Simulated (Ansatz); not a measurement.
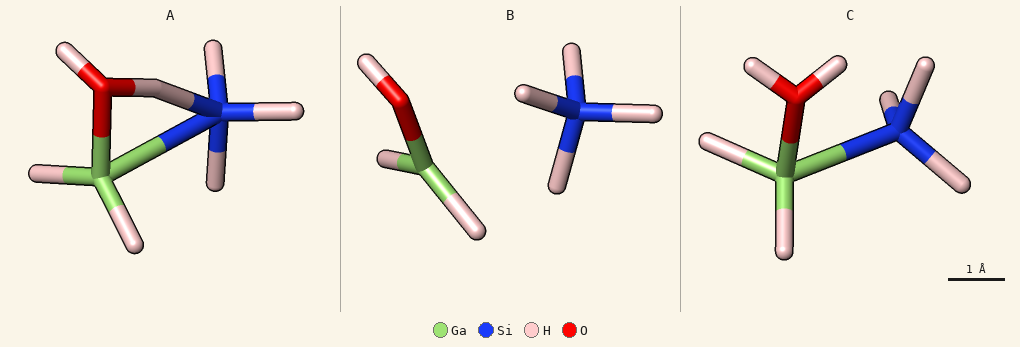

Three geometries of GaSiH7O: a saddle point and the two relaxed ends that it joins, in shuffled order. Style: stick. Shown at a tilt. Sticks join atoms that are closer than about 1.2 times the sum of their covalent radii (a little more with hydrogen).

Stationary points at PBE0-D4/def2-TZVP, single-point energies with CCSD(T)/CBS, RPA@PBE, r2SCAN0-D4, B3LYP-D4, CCSD(T), BHLYP-D4 (def2-TZVPP where no basis is named; Ansatz 0.2.0). The energies are electronic, without zero-point or thermal terms, and both ends are the relaxed geometries reached downhill from the saddle, with any fragments still in contact. CCSD(T)/CBS stands for a frozen-core estimate: MP2 correlation extrapolated from def2-TZVPP and def2-QZVPP, CCSD(T) minus MP2 from the smaller set.

**Identify the saddle point and describe the reaction.**

Frame A is the saddle point. Counted by bonded pieces, C holds GaSiH₅ + H₂O and B holds GaH₃O + SiH₄. From C over the saddle to B, bonds form: Ga–O (2.20 → 1.96 → 1.79 Å), H–Si (2.99 → 1.83 → 1.50 Å). Bonds break: Ga–Si (2.42 → 2.70 → 3.38 Å), H–O (0.96 → 1.32 → 2.93 Å). The saddle has one imaginary mode, 1314i cm⁻¹. The end B keeps a soft imaginary mode of 56i cm⁻¹, so it isn't quite a minimum. With CCSD(T)/CBS the barrier is 130.7 kJ/mol from C and 134.6 kJ/mol from B, and B lies 3.9 kJ/mol below C.

| level | barrier from C (kJ/mol) | barrier from B (kJ/mol) | B less C (kJ/mol) |
| --- | --- | --- | --- |
| CCSD(T)/CBS | 130.7 | 134.6 | −3.9 |
| RPA@PBE | 128.3 | 137.6 | −9.3 |
| r2SCAN0-D4 | 126.5 | 122.0 | 4.5 |
| B3LYP-D4 | 124.4 | 131.8 | −7.4 |
| CCSD(T) | 133.1 | 137.7 | −4.7 |
| BHLYP-D4 | 145.3 | 151.5 | −6.2 |

Against CCSD(T)/CBS, RPA@PBE comes closest on the barrier from C (−2.4 kJ/mol) and BHLYP-D4 misses most (+14.6 kJ/mol).
